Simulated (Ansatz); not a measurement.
# CH₅InO₂: a ladder of functionals and wavefunction methods, part 1 of 2

How much do the methods differ for CH₅InO₂? The plan is to run it at one geometry with functionals of several rungs and with coupled cluster. The yardstick is the atomisation energy at the CCSD(T) limit.

The runs use Ansatz 0.2.0, Gaussian basis; functionals in def2-TZVPP, the program's frozen cores in correlated methods.

Plan: LDA (SPW92), PBE-D4, revPBE-D4, BLYP-D4, r2SCAN-D4, B97M-V, PBE0-D4, B3LYP-D4, r2SCANh-D4, r2SCAN0-D4, HSE06-D4, BHLYP-D4, CAM-B3LYP-D4, LC-ωPBE, ωB97X-V, ωB97M-V, B2PLYP, PBE-QIDH; CCSD(T)/def2-SVP; CCSD(T)/def2-TZVPP; MP2/def2-QZVPP; extrapolation to the limit; RPA on PBE.

## 1. The geometry

The geometry comes from an earlier relaxation with PBE0-D4 in a triple-zeta def2 set; it is a stationary point, not always the lowest conformer. In takes the def2 core potential; no spin-orbit term is included.

SMILES `O[CH2][InH][OH]`, 9 atoms, charge 0, spin multiplicity 1.

Atoms are counted from 1 here; the program's logs count them from 0.

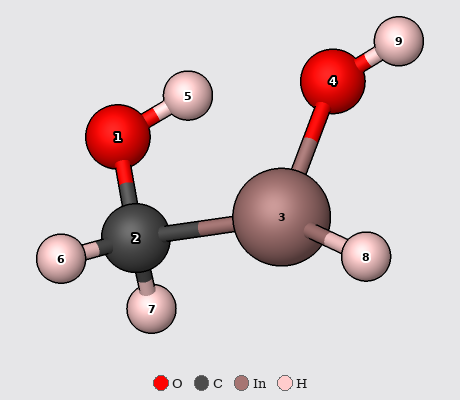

The geometry (oxygen red, carbon dark grey, indium brown, hydrogen pink); atoms are numbered from 1 in the order of the file.

Coordinates:

```mol
CH5InO2
  3D, bonds by distance, orders not assigned

  9  8  0  0  0  0  0  0  0  0999 V2000
    0.9322    1.3909   -0.4223 O   0  0
    0.0528    1.1394    0.6418 C   0  0
   -0.4970   -0.9490    0.5784 In  0  0
    0.1144   -1.1169   -1.3385 O   0  0
    0.7963    0.7211   -1.1089 H   0  0
    0.5421    1.3956    1.5846 H   0  0
   -0.8633    1.7420    0.5728 H   0  0
   -1.1475   -2.3616    1.2781 H   0  0
    0.0698   -1.9615   -1.7860 H   0  0
  1  2  8  0
  2  3  8  0
  3  4  8  0
  1  5  8  0
  2  6  8  0
  2  7  8  0
  3  8  8  0
  4  9  8  0
M  END
```

## 2. LDA

This LDA is Slater exchange with PW92 correlation.

The input, in.yaml:

```yaml
crystal:
  periodic: [false, false, false]
  atoms:
    - {symbol: O, position_ang: [0.932213, 1.390926, -0.422271]}
    - {symbol: C, position_ang: [0.052817, 1.139391, 0.641814]}
    - {symbol: In, position_ang: [-0.496954, -0.948973, 0.578436]}
    - {symbol: O, position_ang: [0.114427, -1.116949, -1.338526]}
    - {symbol: H, position_ang: [0.796306, 0.721106, -1.108901]}
    - {symbol: H, position_ang: [0.542105, 1.395570, 1.584556]}
    - {symbol: H, position_ang: [-0.863273, 1.742037, 0.572830]}
    - {symbol: H, position_ang: [-1.147453, -2.361577, 1.278095]}
    - {symbol: H, position_ang: [0.069811, -1.961530, -1.786033]}
basis:
  gaussian: {orbitals: def2-TZVPP}
hamiltonian: {xc: lda}
output: {orbitals: {seedname: orbitals}}
```

Started as:

```console
> ansatz run in.yaml --threads 4 --pin off --events-out ev --progress --plain --max-ram 10444MiB
```

The program printed, cut to the lines that bear on the results:

```text
Functional definition: SPW92
  name "SPW92"
  cite "Dirac, Proc. Camb. Phil. Soc. 26, 376 (1930) doi:10.1017/S0305004100016108"
  cite "Slater, Phys. Rev. 81, 385 (1951) doi:10.1103/PhysRev.81.385"
  cite "Perdew & Wang, Phys. Rev. B 45, 13244 (1992) doi:10.1103/PhysRevB.45.13244"
[...]
1165 factors; their error is unknown
[...]
mean field -10340.11502013 eV, -379.9922182080 hartree, gradient 4.0e-5 eV, S^2 0.000000; 0 other end points of the search recorded, 0 dependent functions left out
reference -10340.11507342 eV, -379.9922201665 hartree; 24, 24 occupied and 189, 189 virtual orbitals, 1165 factors
Total energy: -10340.11507342 eV, -379.9922201665 hartree
```

It took 1 s on 4 threads of Arm Neoverse V1, shared host.

With the free atoms at this level, -10304.750 eV in sum, the atomisation energy is 815.5 kcal/mol. HOMO -5.85 eV, LUMO -2.31 eV.

## 3. PBE-D4 (GGA)

in.yaml, as its differences from that of step 2:

```diff
@@ -14,3 +14,3 @@
   gaussian: {orbitals: def2-TZVPP}
-hamiltonian: {xc: lda}
-output: {orbitals: {seedname: orbitals}}
+hamiltonian: {xc: pbe, dispersion: d4}
+output: {forces: true, orbitals: {seedname: orbitals}}
```

The command is unchanged.

The program printed, cut to the lines that bear on the results:

```text
Functional definition: PBE
  name "PBE"
  cite "Perdew, Burke & Ernzerhof, Phys. Rev. Lett. 77, 3865 (1996) doi:10.1103/PhysRevLett.77.3865"
  parent pbe
[...]
1165 factors; their error is unknown
[...]
mean field -10382.65398781 eV, -381.5554964363 hartree, gradient 6.6e-6 eV, S^2 0.000000; 0 other end points of the search recorded, 0 dependent functions left out
[...]
Atom 5 at     0.542105     1.395570     1.584556 Å, force     0.092871     0.025265     0.225666 eV/Å
Atom 6 at    -0.863273     1.742037     0.572830 Å, force    -0.239022     0.095873     0.010443 eV/Å
Atom 7 at    -1.147453    -2.361577     1.278095 Å, force    -0.062768    -0.158122     0.040665 eV/Å
Atom 8 at     0.069811    -1.961530    -1.786033 Å, force    -0.033584    -0.446809    -0.206578 eV/Å
Dipole moment:    -0.317485    -0.370379     0.299016 e Å
```

Wall time 2 s (4 threads of Arm Neoverse V1, shared host); peak memory 0.25 GiB.

With the free atoms at this level, -10352.048 eV in sum, the atomisation energy is 709.3 kcal/mol. HOMO -5.68 eV, LUMO -2.05 eV.

## 4. revPBE-D4 (GGA)

in.yaml, as its differences from that of step 3:

```diff
@@ -14,3 +14,3 @@
   gaussian: {orbitals: def2-TZVPP}
-hamiltonian: {xc: pbe, dispersion: d4}
-output: {forces: true, orbitals: {seedname: orbitals}}
+hamiltonian: {xc: {name: revPBE}, dispersion: d4}
+output: {orbitals: {seedname: orbitals}}
```

Launched as before.

The program printed, cut to the lines that bear on the results:

```text
Functional definition: revPBE
  name "revPBE"
  cite "Zhang & Yang, Phys. Rev. Lett. 80, 890 (1998) doi:10.1103/PhysRevLett.80.890"
  cite "Perdew, Burke & Ernzerhof, Phys. Rev. Lett. 77, 3865 (1996) doi:10.1103/PhysRevLett.77.3865"
[...]
1165 factors; their error is unknown
[...]
mean field -10388.14285022 eV, -381.7572084096 hartree, gradient 7.5e-5 eV, S^2 0.000000; 0 other end points of the search recorded, 0 dependent functions left out
reference -10388.14292316 eV, -381.7572110898 hartree; 24, 24 occupied and 189, 189 virtual orbitals, 1165 factors
Total energy: -10388.59654210 eV, -381.7738812786 hartree
```

Run time: 1.6 s. Hardware: 4 threads of Arm Neoverse V1, shared host; peak memory 0.25 GiB.

With the free atoms at this level, -10358.809 eV in sum, the atomisation energy is 686.9 kcal/mol. HOMO -5.62 eV, LUMO -1.93 eV.

## 5. BLYP-D4 (GGA)

in.yaml, as its differences from that of step 4:

```diff
@@ -14,3 +14,3 @@
   gaussian: {orbitals: def2-TZVPP}
-hamiltonian: {xc: {name: revPBE}, dispersion: d4}
+hamiltonian: {xc: {name: BLYP}, dispersion: d4}
 output: {orbitals: {seedname: orbitals}}
```

The command is unchanged.

The program printed, cut to the lines that bear on the results:

```text
Functional definition: BLYP
  name "BLYP"
  cite "Becke, Phys. Rev. A 38, 3098 (1988) doi:10.1103/PhysRevA.38.3098"
  cite "Lee, Yang & Parr, Phys. Rev. B 37, 785 (1988) doi:10.1103/PhysRevB.37.785"
[...]
1165 factors; their error is unknown
[...]
mean field -10385.98653077 eV, -381.6779651311 hartree, gradient 8.2e-5 eV, S^2 0.000000; 0 other end points of the search recorded, 0 dependent functions left out
reference -10385.98691302 eV, -381.6779791788 hartree; 24, 24 occupied and 189, 189 virtual orbitals, 1165 factors
Total energy: -10386.32253668 eV, -381.6903131208 hartree
```

Run time: 1.8 s. Hardware: 4 threads of Arm Neoverse V1, shared host.

With the free atoms at this level, -10356.260 eV in sum, the atomisation energy is 693.2 kcal/mol. HOMO -5.60 eV, LUMO -2.04 eV.

## 6. r2SCAN-D4 (meta-GGA)

in.yaml, as its differences from that of step 5:

```diff
@@ -14,3 +14,3 @@
   gaussian: {orbitals: def2-TZVPP}
-hamiltonian: {xc: {name: BLYP}, dispersion: d4}
-output: {orbitals: {seedname: orbitals}}
+hamiltonian: {xc: r2scan, dispersion: d4}
+output: {forces: true, orbitals: {seedname: orbitals}}
```

Launched as before.

The program printed, cut to the lines that bear on the results:

```text
Functional definition: r2SCAN
  name "r2SCAN"
  cite "Furness, Kaplan, Ning, Perdew & Sun, J. Phys. Chem. Lett. 11, 8208 (2020) doi:10.1021/acs.jpclett.0c02405"
  cite "Furness, Kaplan, Ning, Perdew & Sun, J. Phys. Chem. Lett. 11, 9248 (2020) doi:10.1021/acs.jpclett.0c03077"
  parent r2scan
[...]
1165 factors; their error is unknown
[...]
Atom 5 at     0.542105     1.395570     1.584556 Å, force     0.001033    -0.002999     0.000033 eV/Å
Atom 6 at    -0.863273     1.742037     0.572830 Å, force    -0.026209    -0.004913     0.001506 eV/Å
Atom 7 at    -1.147453    -2.361577     1.278095 Å, force     0.008924    -0.006699    -0.036417 eV/Å
Atom 8 at     0.069811    -1.961530    -1.786033 Å, force    -0.015743    -0.066982    -0.013233 eV/Å
Dipole moment:    -0.335061    -0.387577     0.326189 e Å
```

Wall time 3.9 s (4 threads of Arm Neoverse V1, shared host); peak memory 0.27 GiB.

Atomisation energy: 696.5 kcal/mol (free atoms -10357.504 eV, run apart). HOMO -5.95 eV, LUMO -1.78 eV.

## 7. B97M-V (meta-GGA)

in.yaml, as its differences from that of step 6:

```diff
@@ -14,3 +14,3 @@
   gaussian: {orbitals: def2-TZVPP}
-hamiltonian: {xc: r2scan, dispersion: d4}
-output: {forces: true, orbitals: {seedname: orbitals}}
+hamiltonian: {xc: {name: B97M-V}}
+output: {orbitals: {seedname: orbitals}}
```

Same command.

The program printed, cut to the lines that bear on the results:

```text
Functional definition: B97M-V
  name "B97M-V"
  cite "Mardirossian & Head-Gordon, J. Chem. Phys. 142, 074111 (2015) doi:10.1063/1.4907719"
  cite "Becke, J. Chem. Phys. 107, 8554 (1997) doi:10.1063/1.475007"
  cite "Vydrov & Van Voorhis, J. Chem. Phys. 133, 244103 (2010) doi:10.1063/1.3521275"
  # Of w^i u^j: cxij and so on, Table III.
[...]
  gx(w, u) = cx00 + cx01*u + cx02*u^2 + (cx10 + cx11*u)*w
[...]
  gos(w, u) = cos00 + cos01*u + cos03*u^3 + cos10*w + cos32*w^3*u^2
[...]
      + integral(e_c_pw_mod_opposite_spin*gos(b97_w_opposite, b97_u_opposite)) + vv10(b, c)
1165 factors; their error is unknown
[...]
mean field -10387.16517495 eV, -381.7212795060 hartree, gradient 2.6e-5 eV, S^2 0.000000; 0 other end points of the search recorded, 0 dependent functions left out
reference -10387.16525631 eV, -381.7212824960 hartree; 24, 24 occupied and 189, 189 virtual orbitals, 1165 factors
Total energy: -10387.16525631 eV, -381.7212824960 hartree
```

Run time: 7 s. Hardware: 4 threads of Arm Neoverse V1, shared host; peak memory 0.33 GiB.

Atomisation energy: 693.9 kcal/mol (free atoms -10357.073 eV, run apart). HOMO -6.02 eV, LUMO -2.06 eV.

## 8. PBE0-D4 (hybrid)

in.yaml, as its differences from that of step 7:

```diff
@@ -14,3 +14,3 @@
   gaussian: {orbitals: def2-TZVPP}
-hamiltonian: {xc: {name: B97M-V}}
+hamiltonian: {xc: pbe0, dispersion: d4}
 output: {orbitals: {seedname: orbitals}}
```

Launched as before.

The program printed, cut to the lines that bear on the results:

```text
Functional definition: PBE0
  name "PBE0"
  cite "Adamo & Barone, J. Chem. Phys. 110, 6158 (1999) doi:10.1063/1.478522"
  cite "Perdew, Burke & Ernzerhof, Phys. Rev. Lett. 77, 3865 (1996) doi:10.1103/PhysRevLett.77.3865"
  parent pbe
[...]
1258 factors; their error is unknown
[...]
mean field -10382.64816618 eV, -381.5552824956 hartree, gradient 3.7e-5 eV, S^2 0.000000; 0 other end points of the search recorded, 0 dependent functions left out
reference -10382.64820731 eV, -381.5552840070 hartree; 24, 24 occupied and 189, 189 virtual orbitals, 1258 factors
Total energy: -10382.77636366 eV, -381.5599936659 hartree
```

Run time: 2.1 s. Hardware: 4 threads of Arm Neoverse V1, shared host; peak memory 0.45 GiB.

Atomisation energy: 689.2 kcal/mol (free atoms -10352.891 eV, run apart). HOMO -7.02 eV, LUMO -1.36 eV.

## 9. B3LYP-D4 (hybrid)

B3LYP here takes the VWN-RPA correlation.

in.yaml, as its differences from that of step 8:

```diff
@@ -14,3 +14,3 @@
   gaussian: {orbitals: def2-TZVPP}
-hamiltonian: {xc: pbe0, dispersion: d4}
-output: {orbitals: {seedname: orbitals}}
+hamiltonian: {xc: {name: B3LYP}, dispersion: d4}
+output: {forces: true, orbitals: {seedname: orbitals}}
```

Launched as before.

The program printed, cut to the lines that bear on the results:

```text
Functional definition: B3LYP
  name "B3LYP"
  cite "Stephens, Devlin, Chabalowski & Frisch, J. Phys. Chem. 98, 11623 (1994) doi:10.1021/j100096a001"
  cite "Becke, Phys. Rev. A 38, 3098 (1988) doi:10.1103/PhysRevA.38.3098"
  cite "Lee, Yang & Parr, Phys. Rev. B 37, 785 (1988) doi:10.1103/PhysRevB.37.785"
  cite "Vosko, Wilk & Nusair, Can. J. Phys. 58, 1200 (1980) doi:10.1139/p80-159"
[...]
1242 factors; their error is unknown
[...]
Atom 5 at     0.542105     1.395570     1.584556 Å, force    -0.038552    -0.019040    -0.054227 eV/Å
Atom 6 at    -0.863273     1.742037     0.572830 Å, force     0.050859    -0.038113     0.011531 eV/Å
Atom 7 at    -1.147453    -2.361577     1.278095 Å, force    -0.024781    -0.066551     0.014240 eV/Å
Atom 8 at     0.069811    -1.961530    -1.786033 Å, force     0.004412    -0.036366    -0.046612 eV/Å
Dipole moment:    -0.353823    -0.403918     0.355158 e Å
```

Wall time 3.4 s (4 threads of Arm Neoverse V1, shared host); peak memory 0.5 GiB.

Atomisation energy: 689.7 kcal/mol (free atoms -10360.720 eV, run apart). HOMO -6.83 eV, LUMO -1.65 eV.

## 10. r2SCANh-D4 (hybrid)

in.yaml, as its differences from that of step 9:

```diff
@@ -14,3 +14,3 @@
   gaussian: {orbitals: def2-TZVPP}
-hamiltonian: {xc: {name: B3LYP}, dispersion: d4}
-output: {forces: true, orbitals: {seedname: orbitals}}
+hamiltonian: {xc: {name: r2SCANh}, dispersion: d4}
+output: {orbitals: {seedname: orbitals}}
```

Launched as before.

The program printed, cut to the lines that bear on the results:

```text
Functional definition: r2SCANh
  name "r2SCANh"
  cite "Bursch, Neugebauer, Ehlert & Grimme, J. Chem. Phys. 156, 134105 (2022) doi:10.1063/5.0086040"
  cite "Furness, Kaplan, Ning, Perdew & Sun, J. Phys. Chem. Lett. 11, 8208 (2020) doi:10.1021/acs.jpclett.0c02405"
  cite "Furness, Kaplan, Ning, Perdew & Sun, J. Phys. Chem. Lett. 11, 9248 (2020) doi:10.1021/acs.jpclett.0c03077"
  parent r2scan
[...]
1165 factors; their error is unknown
[...]
mean field -10386.94797907 eV, -381.7132977045 hartree, gradient 4.9e-5 eV, S^2 0.000000; 0 other end points of the search recorded, 0 dependent functions left out
reference -10386.94799487 eV, -381.7132982852 hartree; 24, 24 occupied and 189, 189 virtual orbitals, 1165 factors
Total energy: -10386.98601730 eV, -381.7146955838 hartree
```

It took 3.9 s on 4 threads of Arm Neoverse V1, shared host; peak memory 0.47 GiB.

With the free atoms at this level, -10357.100 eV in sum, the atomisation energy is 689.2 kcal/mol. HOMO -6.46 eV, LUMO -1.54 eV.

## 11. r2SCAN0-D4 (hybrid)

in.yaml, as its differences from that of step 10:

```diff
@@ -14,3 +14,3 @@
   gaussian: {orbitals: def2-TZVPP}
-hamiltonian: {xc: {name: r2SCANh}, dispersion: d4}
+hamiltonian: {xc: {name: r2SCAN0}, dispersion: d4}
 output: {orbitals: {seedname: orbitals}}
```

Same command.

The program printed, cut to the lines that bear on the results:

```text
Functional definition: r2SCAN0
  name "r2SCAN0"
  cite "Bursch, Neugebauer, Ehlert & Grimme, J. Chem. Phys. 156, 134105 (2022) doi:10.1063/5.0086040"
  cite "Furness, Kaplan, Ning, Perdew & Sun, J. Phys. Chem. Lett. 11, 8208 (2020) doi:10.1021/acs.jpclett.0c02405"
  cite "Furness, Kaplan, Ning, Perdew & Sun, J. Phys. Chem. Lett. 11, 9248 (2020) doi:10.1021/acs.jpclett.0c03077"
  parent r2scan
[...]
1258 factors; their error is unknown
[...]
mean field -10385.90631188 eV, -381.6750171416 hartree, gradient 5.9e-5 eV, S^2 0.000000; 0 other end points of the search recorded, 0 dependent functions left out
reference -10385.90632518 eV, -381.6750176304 hartree; 24, 24 occupied and 189, 189 virtual orbitals, 1258 factors
Total energy: -10385.94857026 eV, -381.6765701082 hartree
```

It took 3.7 s on 4 threads of Arm Neoverse V1, shared host; peak memory 0.48 GiB.

Atomisation energy: 678.8 kcal/mol (free atoms -10356.512 eV, run apart). HOMO -7.20 eV, LUMO -1.20 eV.

## 12. HSE06-D4 (hybrid)

HSE06 is the plane-wave form, built on full-range PBE exchange.

in.yaml, as its differences from that of step 11:

```diff
@@ -14,3 +14,3 @@
   gaussian: {orbitals: def2-TZVPP}
-hamiltonian: {xc: {name: r2SCAN0}, dispersion: d4}
+hamiltonian: {xc: hse06, dispersion: d4}
 output: {orbitals: {seedname: orbitals}}
```

Launched as before.

The program printed, cut to the lines that bear on the results:

```text
Functional definition: HSE06
  name "HSE06"
  cite "Heyd, Scuseria & Ernzerhof, J. Chem. Phys. 118, 8207 (2003) doi:10.1063/1.1564060"
  cite "Krukau, Vydrov, Izmaylov & Scuseria, J. Chem. Phys. 125, 224106 (2006) doi:10.1063/1.2404663"
  cite "Heyd & Scuseria, J. Chem. Phys. 120, 7274 (2004) doi:10.1063/1.1668634"
  cite "Ernzerhof & Perdew, J. Chem. Phys. 109, 3313 (1998) doi:10.1063/1.476928"
[...]
1258 factors; their error is unknown
105 factors; integrals over basis functions are off by at most 3.5e-7 eV
[...]
mean field -10382.36007998 eV, -381.5446955230 hartree, gradient 3.0e-5 eV, S^2 0.000000; 0 other end points of the search recorded, 0 dependent functions left out
reference -10382.36013476 eV, -381.5446975361 hartree; 24, 24 occupied and 189, 189 virtual orbitals, 1258 factors
Total energy: -10382.48006647 eV, -381.5491049449 hartree
```

Wall time 2.4 s (4 threads of Arm Neoverse V1, shared host); peak memory 0.48 GiB.

With the free atoms at this level, -10352.571 eV in sum, the atomisation energy is 689.7 kcal/mol. HOMO -6.63 eV, LUMO -1.71 eV.

## 13. BHLYP-D4 (hybrid)

in.yaml, as its differences from that of step 12:

```diff
@@ -14,3 +14,3 @@
   gaussian: {orbitals: def2-TZVPP}
-hamiltonian: {xc: hse06, dispersion: d4}
+hamiltonian: {xc: {name: BHLYP}, dispersion: d4}
 output: {orbitals: {seedname: orbitals}}
```

Launched as before.

The program printed, cut to the lines that bear on the results:

```text
Functional definition: BHLYP
  name "BHLYP"
  cite "Becke, J. Chem. Phys. 98, 1372 (1993) doi:10.1063/1.464304"
  cite "Becke, Phys. Rev. A 38, 3098 (1988) doi:10.1103/PhysRevA.38.3098"
  cite "Lee, Yang & Parr, Phys. Rev. B 37, 785 (1988) doi:10.1103/PhysRevB.37.785"
[...]
1395 factors; their error is unknown
[...]
mean field -10383.32917580 eV, -381.5803091373 hartree, gradient 3.4e-5 eV, S^2 0.000000; 0 other end points of the search recorded, 0 dependent functions left out
reference -10383.32936472 eV, -381.5803160799 hartree; 24, 24 occupied and 189, 189 virtual orbitals, 1395 factors
Total energy: -10383.52958505 eV, -381.5876740413 hartree
```

It took 2.3 s on 4 threads of Arm Neoverse V1, shared host; peak memory 0.47 GiB.

With the free atoms at this level, -10354.877 eV in sum, the atomisation energy is 660.7 kcal/mol. HOMO -8.23 eV, LUMO -0.78 eV.

## 14. CAM-B3LYP-D4 (range-separated)

in.yaml, as its differences from that of step 13:

```diff
@@ -14,3 +14,3 @@
   gaussian: {orbitals: def2-TZVPP}
-hamiltonian: {xc: {name: BHLYP}, dispersion: d4}
+hamiltonian: {xc: {name: CAM-B3LYP}, dispersion: d4}
 output: {orbitals: {seedname: orbitals}}
```

Launched as before.

The program printed, cut to the lines that bear on the results:

```text
Functional definition: CAM-B3LYP
  name "CAM-B3LYP"
  cite "Yanai, Tew & Handy, Chem. Phys. Lett. 393, 51 (2004) doi:10.1016/j.cplett.2004.06.011"
  cite "Iikura, Tsuneda, Yanai & Hirao, J. Chem. Phys. 115, 3540 (2001) doi:10.1063/1.1383587"
  cite "Becke, Phys. Rev. A 38, 3098 (1988) doi:10.1103/PhysRevA.38.3098"
  cite "Lee, Yang & Parr, Phys. Rev. B 37, 785 (1988) doi:10.1103/PhysRevB.37.785"
[...]
  # Exact exchange under (alpha + beta erf(omega r))/r, Becke's under what is left of 1/r.
[...]
1242 factors; their error is unknown
323 factors; integrals over basis functions are off by at most 1.1e-5 eV
[...]
mean field -10385.91656927 eV, -381.6753940937 hartree, gradient 3.7e-5 eV, S^2 0.000000; 0 other end points of the search recorded, 0 dependent functions left out
reference -10385.91670816 eV, -381.6753991976 hartree; 24, 24 occupied and 189, 189 virtual orbitals, 1242 factors
Total energy: -10386.04724708 eV, -381.6801964146 hartree
```

It took 2.6 s on 4 threads of Arm Neoverse V1, shared host; peak memory 0.52 GiB.

Atomisation energy: 696.5 kcal/mol (free atoms -10355.842 eV, run apart). HOMO -8.38 eV, LUMO -0.61 eV.

## 15. LC-ωPBE (range-separated)

in.yaml, as its differences from that of step 14:

```diff
@@ -14,3 +14,3 @@
   gaussian: {orbitals: def2-TZVPP}
-hamiltonian: {xc: {name: CAM-B3LYP}, dispersion: d4}
+hamiltonian: {xc: {name: LC-wPBE}}
 output: {orbitals: {seedname: orbitals}}
```

Launched as before.

The program printed, cut to the lines that bear on the results:

```text
Functional definition: LC-wPBE
  name "LC-wPBE"
  cite "Vydrov & Scuseria, J. Chem. Phys. 125, 234109 (2006) doi:10.1063/1.2409292"
  cite "Heyd & Scuseria, J. Chem. Phys. 120, 7274 (2004) doi:10.1063/1.1668634"
  cite "Ernzerhof & Perdew, J. Chem. Phys. 109, 3313 (1998) doi:10.1063/1.476928"
  cite "Perdew, Burke & Ernzerhof, Phys. Rev. Lett. 77, 3865 (1996) doi:10.1103/PhysRevLett.77.3865"
  parent pbe
[...]
1165 factors; their error is unknown
397 factors; integrals over basis functions are off by at most 2.2e-5 eV
[...]
mean field -10386.23585014 eV, -381.6871274493 hartree, gradient 2.9e-5 eV, S^2 0.000000; 0 other end points of the search recorded, 0 dependent functions left out
reference -10386.23585015 eV, -381.6871274496 hartree; 24, 24 occupied and 189, 189 virtual orbitals, 1165 factors
Total energy: -10386.23585015 eV, -381.6871274496 hartree
```

Run time: 1.9 s. Hardware: 4 threads of Arm Neoverse V1, shared host; peak memory 0.34 GiB.

With the free atoms at this level, -10356.144 eV in sum, the atomisation energy is 693.9 kcal/mol. HOMO -9.65 eV, LUMO 0.49 eV.

## 16. ωB97X-V (range-separated)

in.yaml, as its differences from that of step 15:

```diff
@@ -14,3 +14,3 @@
   gaussian: {orbitals: def2-TZVPP}
-hamiltonian: {xc: {name: LC-wPBE}}
+hamiltonian: {xc: {name: wB97X-V}}
 output: {orbitals: {seedname: orbitals}}
```

Launched as before.

The program printed, cut to the lines that bear on the results:

```text
Functional definition: wB97X-V
  name "wB97X-V"
  cite "Mardirossian & Head-Gordon, Phys. Chem. Chem. Phys. 16, 9904 (2014) doi:10.1039/C3CP54374A"
  cite "Becke, J. Chem. Phys. 107, 8554 (1997) doi:10.1063/1.475007"
  cite "Vydrov & Van Voorhis, J. Chem. Phys. 133, 244103 (2010) doi:10.1063/1.3521275"
[...]
      + integral(e_c_pw_opposite_spin*poly(b97_u_opposite, cos0, cos1)) + vv10(b, c)
1229 factors; their error is unknown
285 factors; integrals over basis functions are off by at most 1.5e-5 eV
[...]
mean field -10386.08511582 eV, -381.6815880650 hartree, gradient 3.8e-5 eV, S^2 0.000000; 0 other end points of the search recorded, 0 dependent functions left out
reference -10386.08511325 eV, -381.6815879704 hartree; 24, 24 occupied and 189, 189 virtual orbitals, 1229 factors
Total energy: -10386.08511325 eV, -381.6815879704 hartree
```

Run time: 6 s. Hardware: 4 threads of Arm Neoverse V1, shared host; peak memory 0.57 GiB.

Atomisation energy: 696.9 kcal/mol (free atoms -10355.864 eV, run apart). HOMO -9.32 eV, LUMO 0.36 eV.

(Continued in part 2 of 2.)
